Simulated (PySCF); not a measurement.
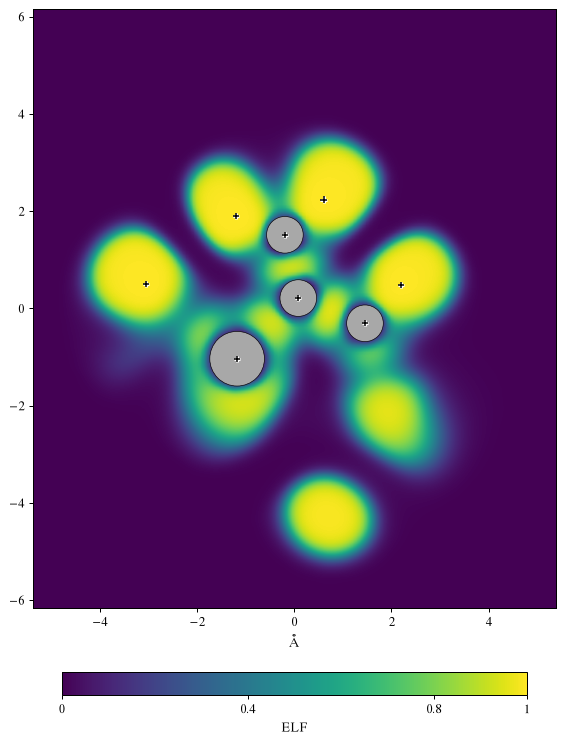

The electron localisation function on a plane through atoms (crosses mark nuclei in the plane; grey discs cover the cores).

The calculation used PySCF, PBE0/pcSseg-1, SCF density, gas phase, non-relativistic.

Candidates:
A. H$_{10}$N$_{2}$SSi$_{3}$
B. C$_{8}$H$_{11}$ClSi
C. C$_{6}$H$_{12}$OSSi

**Which system is this?**

Candidate C: C$_{6}$H$_{12}$OSSi on the plane of atoms H10, C1 and H11, which holds C, S and H. C–C (1.33 Å): the ELF peaks at about 0.90 between the atoms: a multiple bond. C–S (1.77 Å): the ELF peaks at about 0.95 between the atoms; a covalent bond.
